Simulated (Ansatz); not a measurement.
# CFSi$_{2}$ (doublet): what the fields show

The calculation's input:

```
crystal:
  periodic: [false, false, false]
  atoms:
    - {symbol: C, position_ang: [0.195529, 0.673739, 0.399611]}
    - {symbol: F, position_ang: [-0.742239, -0.275940, -2.182786]}
    - {symbol: Si, position_ang: [0.121399, -0.521181, -0.836623]}
    - {symbol: Si, position_ang: [0.579722, 1.479012, 1.839039]}
basis:
  gaussian: {orbitals: def2-TZVPD}
magnetization: {spin_polarized: true, initial_magnetization: 1}
hamiltonian: {xc: pbe0}
output: {forces: true, orbitals: {seedname: orbitals}}
```

Command:

```sh
ansatz run input.yaml --threads 1 --pin off --max-ram 2610MiB --events-out events.jsonl --progress --plain --runs-dir runs
```

Geometry: B3LYP/6-31G*.

Method: Ansatz 0.2.0, isolated molecule in a Gaussian basis; Kohn-Sham density functional theory, functional PBE0.

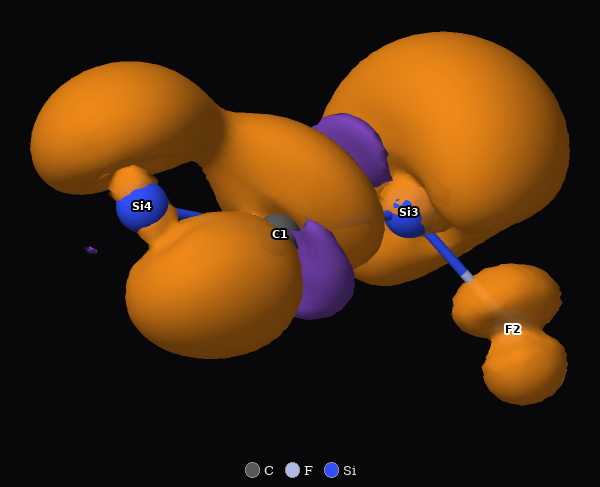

Figure 1. Isosurfaces of the spin density (α minus β) at +0.015 (orange) and −0.015 e/Å³ (purple), seen at a tilt.

Which atoms carry the spin?

Answer. The unpaired spin (1 electron) lies mostly on Si3 (about 0.6), C1 (about 0.2) and Si4 (about 0.2), in electrons by Hirshfeld's partition.

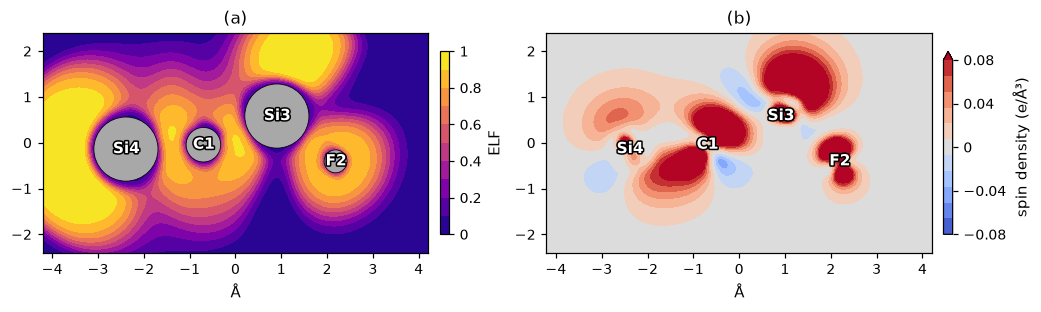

Figure 2. (a) electron localisation function; (b) spin density (α minus β) on the molecular plane. Grey discs cover the atomic cores in the ELF map.

Interpret the plot.

Answer. Atoms in the plane: C, F and Si. Si–F (1.62 Å): the ELF peaks at about 0.85 in the valence shell of F, 0.6 Å from its nucleus, and is about 0.55 at the midpoint. C–Si (1.69 Å): the ELF peaks at about 0.90 between the atoms, as expected for a covalent bond. The ELF also peaks beside F2, Si4 and Si3, away from the bonds: non-bonding electrons, paired or unpaired.

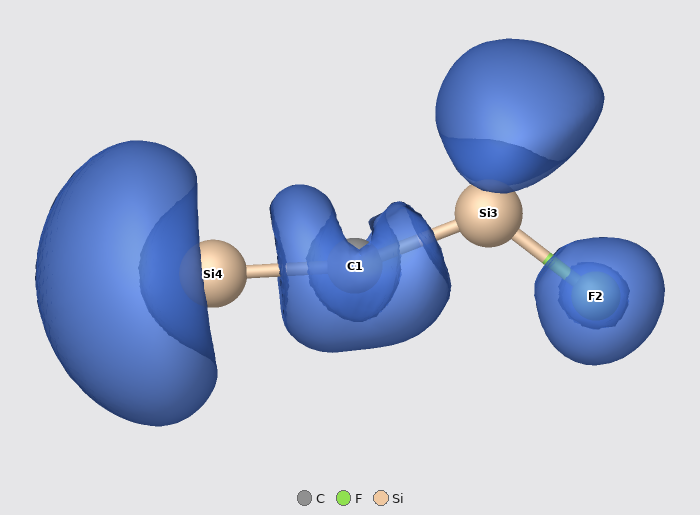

Figure 3. Isosurface of the ELF at 0.75 (blue), seen across its widest extent. Core shells and regions of very low density are left out.

Where are the electrons localised?

Answer. At this value the surface marks out one region on C in which the atom's valence shell and bonds are merged, two lobes on Si, pointing away from the bonds (non-bonding electrons) and one region wrapped around F (its lone pairs, merged into a ring or cap).
